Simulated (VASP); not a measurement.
Band structure of AlN (zinc blende). Method: SCAN meta-GGA, VASP's PBE PAW potentials (set 64) (plane waves; VASP 6.6.1).

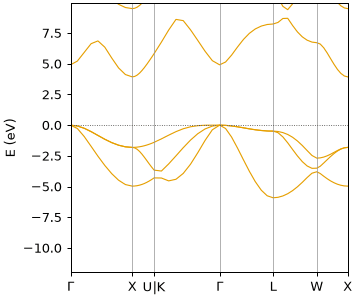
*Bands along high-symmetry lines, zero at the valence-band maximum or, without a gap, the Fermi level*

### Question
Read the plot: is there a gap, and where are the band edges?

### Answer
The gap is indirect, 3.93 eV, from the valence maximum at Γ to the conduction minimum at X.

Measured: gap 5.34 eV (computed value off by -1.41 eV), as given by Daiki Deguchi et al., Japanese Journal of Applied Physics (2016), arXiv:1512.06930.

The compound is AlN in the zinc blende structure, a metastable form; wurtzite is the usual one. It was relaxed first.
